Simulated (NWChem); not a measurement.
**Run report: SiBrClF2, energy and gradient calculation**

- system: SiBrClF2
- method: r2SCAN/def2-SVP, RKS (NWChem 7.3.0)

The geometry comes from this level: PBE0-D4/def2-TZVP.

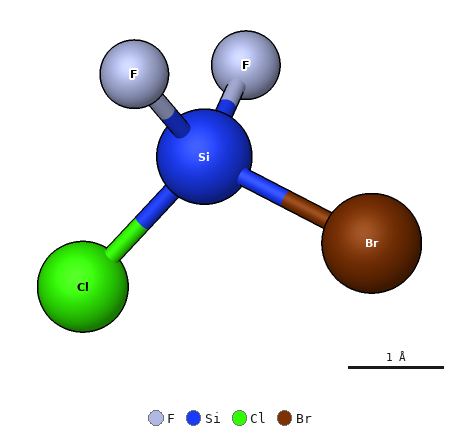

Fig. 1: The input geometry (ball-and-stick view, seen at a tilt).

Input
```python
from ase import Atoms
from ase.calculators.nwchem import NWChem

atoms = Atoms(['F', 'Si', 'F', 'Cl', 'Br'], positions=[
    [1.306500, -0.989600, 0.151700],
    [0.026200, -0.082400, 0.061300],
    [-0.678800, -0.115000, 1.465700],
    [-1.221400, -0.841400, -1.318500],
    [0.617400, 1.954900, -0.401600],
])

calc = NWChem(
    label='brclf2si',
    theory='dft',
    memory='2200 mb',
    basis='def2-SVP',
    basispar='spherical bse',
    dft={'xc': 'r2scan', 'mult': '1', 'grid': 'fine', 'convergence': 'energy 1e-08', 'iterations': '100', 'mulliken': None, 'print': 'low'},
)
atoms.calc = calc

forces = atoms.get_forces()
print(f"energy = {atoms.get_potential_energy():.6f} eV")
print("forces (eV/A):")
for s, f in zip(atoms.symbols, forces):
    print(f"{s:2s} {f[0]:10.5f} {f[1]:10.5f} {f[2]:10.5f}")
```

File brclf2si.nwi
```
title "brclf2si"

permanent_dir brclf2si

scratch_dir brclf2si

start brclf2si

geometry units angstrom nocenter noautosym noautoz
  F  1.3065000000000000e+00 -9.8960000000000004e-01 1.5170000000000000e-01
  Si 2.6200000000000001e-02 -8.2400000000000001e-02 6.1300000000000000e-02
  F  -6.7879999999999996e-01 -1.1500000000000000e-01 1.4657000000000000e+00
  Cl -1.2214000000000000e+00 -8.4140000000000004e-01 -1.3185000000000000e+00
  Br 6.1739999999999995e-01 1.9549000000000001e+00 -4.0160000000000001e-01
end

memory 2200 mb

basis spherical bse noprint
   * library def2-SVP
end

dft
  xc r2scan
  mult 1
  grid fine
  convergence energy 1e-08
  iterations 100
  mulliken
  print low
end

task dft gradient
```

Hardware: 1 thread of AMD EPYC (Zen 5), 16 GiB of memory available, shared host.

Launch command:
```bash
export ASE_NWCHEM_COMMAND="nwchem PREFIX.nwi > PREFIX.nwo"
python run.py
```

What the program printed
```
energy = -95863.233389 eV
forces (eV/A):
F     0.98802   -0.69394    0.05646
Si   -0.21366    0.67625   -0.77159
F    -0.55104   -0.01558    1.07446
Cl   -0.27362   -0.15745   -0.30858
Br    0.05034    0.19072   -0.05075
```

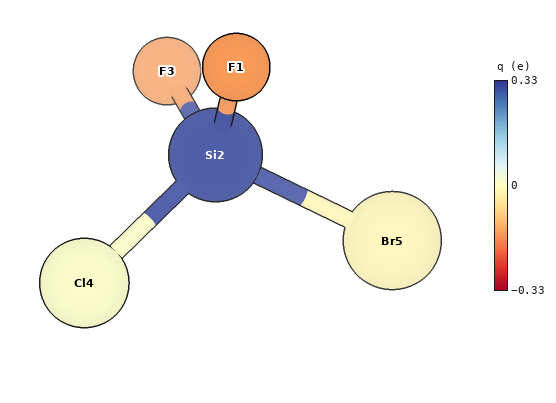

Fig. 2: Löwdin charges, as the colour of each atom (ball-and-stick view, seen at a tilt; atoms are numbered from 1 in the order of the input). By element: F −0.15, Si +0.31, Cl +0.01 and Br −0.02 e.

Summary

| quantity | value |
| --- | --- |
| outcome | converged |
| total energy | −3522.908877 hartree |
| largest force | 1.209 eV/Å |
| wall time | 19 s |
| peak memory | 0.12 GiB |
